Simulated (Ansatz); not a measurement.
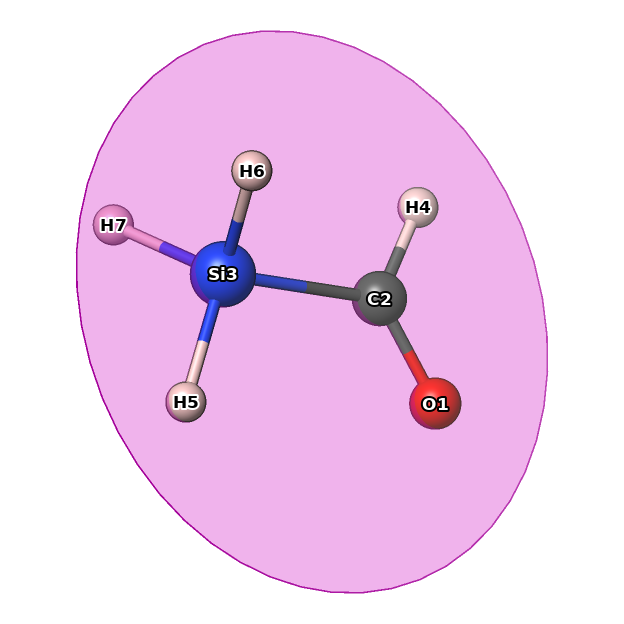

A disc through the centre of mass is drawn in. Depth is shown by fading: the farther an atom, the more it takes the colour of the background. Computed geometry: PBE-D4/def2-SVP optimisation. No frequency run is at hand to confirm it as a minimum.

### Is the plane of the disc a mirror plane of the structure?

Yes. The reflection leaves O1, C2, Si3, H4, H5 in place and moves H6 ↔ H7. The point group is Cs.
